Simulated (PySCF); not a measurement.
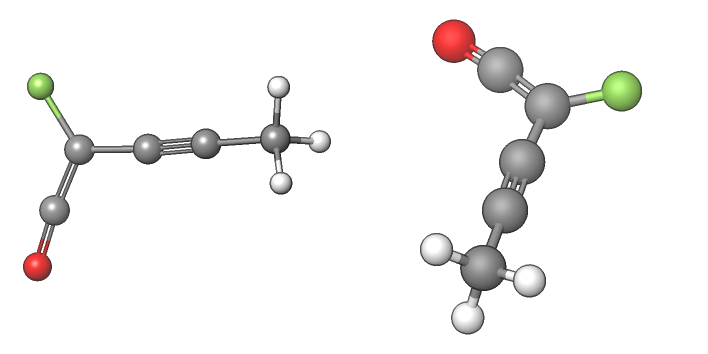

Both panels show the same species. Colours: carbon grey, fluorine green, oxygen red, hydrogen white.

Computed geometry: GFN2-xTB optimisation. No frequency run is at hand to confirm it as a minimum.

Question: Give the formula.

Answer: C₅H₃FO, 10 atoms: 5 carbon, 3 hydrogen, 1 fluorine and 1 oxygen.

Question: Does it have rings?

Answer: It has no ring.

More results for the same structure follow; atom numbers are the same in all pictures, views and colours differ.

**Shape**

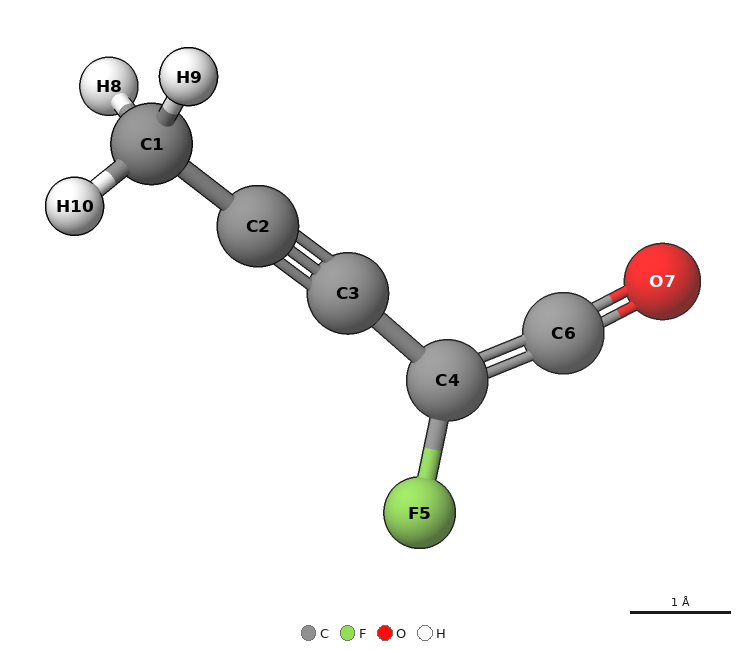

Numbered structure. No frequency run is at hand to confirm it as a minimum.

Question: Describe the coordination of atom 6.

Answer: C6 has 2 neighbours (C4 at 1.31, O7 at 1.16 Å); the arrangement is linear.

Question: What is the geometry at C1?

Answer: C1 has 4 neighbours (C2 at 1.44, H8 at 1.09, H9 at 1.09, H10 at 1.09 Å); the arrangement is tetrahedral.

Question: How are the neighbours of atom 4 arranged?

Answer: C4 has 3 neighbours (C3 at 1.41, F5 at 1.37, C6 at 1.31 Å); the arrangement is trigonal planar.

Question: Describe the coordination of atom 2.

Answer: C2 has 2 neighbours (C1 at 1.44, C3 at 1.20 Å); the arrangement is linear.

**Electronic properties**

No frequency run is at hand to confirm it as a minimum. Method: CAM-B3LYP/def2-SVPD, gas phase (PySCF 2.14.0). Excitations: vertical, linear response.

What does the calculation give?

- dipole moment: 2.48 D
- HOMO energy (Kohn–Sham orbital): −7.82 eV
- LUMO energy (Kohn–Sham orbital): −1.24 eV
- HOMO–LUMO gap: 6.58 eV
- mean static polarisability: 66.4 bohr³
- lowest vertical singlet excitation: 2.35 eV
- its oscillator strength: 0.000
- brightest of the 8 lowest singlets: 6.74 eV
- its oscillator strength: 0.81

**Spin–spin coupling**

No frequency run is at hand to confirm it as a minimum. Method: B3LYP/pcJ-1 indirect spin-spin coupling, non-relativistic, gas phase (PySCF 2.14.0). Isotopes: 13C, 19F, 1H, 17O.

Give the spin–spin coupling constants of these pairs, with the number of bonds between them: C4/F5, C3/F5, F5/C6, C2/F5, F5/O7.

| pair | bonds apart | J (Hz) |
| --- | --- | --- |
| C4, F5 | 1 | −262.7 |
| C3, F5 | 2 | 30.5 |
| F5, C6 | 2 | 65.1 |
| C2, F5 | 3 | 30.4 |
| F5, O7 | 3 | −47.6 |

Density functionals are unreliable for couplings to fluorine, so those rows may be far off.

**Charges**

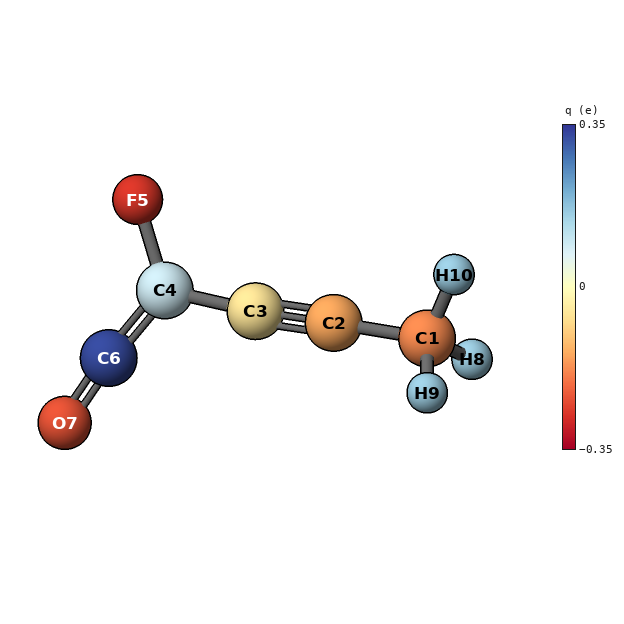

Atoms are coloured by their Mulliken charges. No frequency run is at hand to confirm it as a minimum. Level of theory: PBE0/pcSseg-1, gas phase (PySCF 2.14.0).

List the Mulliken charges.

```tsv
atom	value (e)
C1	−0.18
C2	−0.14
C3	−0.06
C4	0.09
F5	−0.27
C6	0.32
O7	−0.24
H8	0.15
H9	0.15
H10	0.16
```

**NMR shielding**

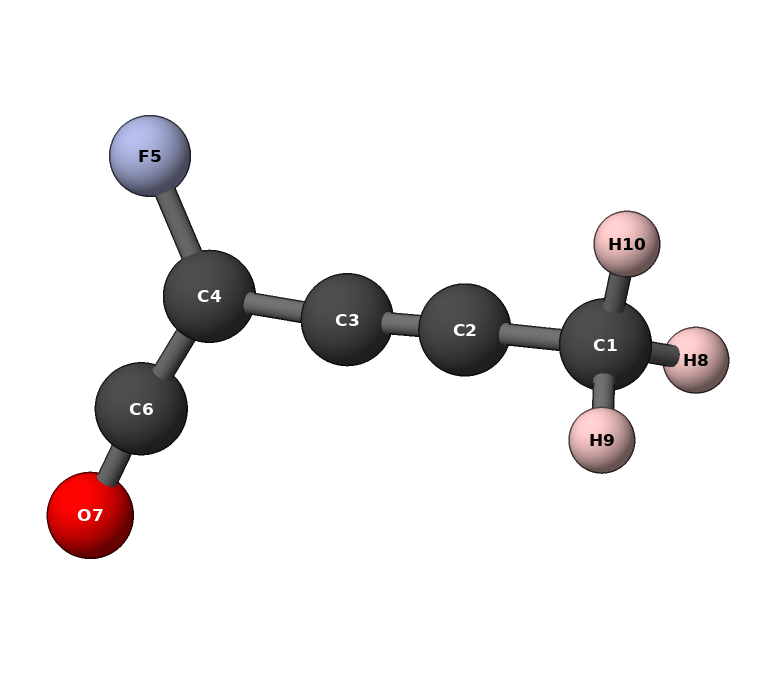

No frequency run is at hand to confirm it as a minimum. Method: GIAO PBE0/pcSseg-1 NMR shielding, non-relativistic, gas phase (PySCF 2.14.0). Principal shieldings σ11 ≤ σ22 ≤ σ33, span Ω = σ33 − σ11, skew κ = 3(σiso − σ22)/Ω.

Question: Which C atom has the most anisotropic shielding?

Answer: C3, with a span of 252 ppm.

Give the shielding tensors of the C atoms.

```csv
atom,σ11,σ22,σ33,σiso,Ω,κ
C1,171.6,173.0,191.3,178.6,19.6,0.86
C2,−18.4,−11.9,141.5,37.1,159.9,0.92
C3,32.3,40.5,284.7,119.1,252.4,0.94
C4,−48.2,104.8,155.1,70.6,203.3,−0.51
C6,−127.9,−75.6,−22.7,−75.4,105.2,0.01
```

Shieldings and span in ppm.

Mulliken values depend strongly on the basis set and can even reverse the polarity of a bond.
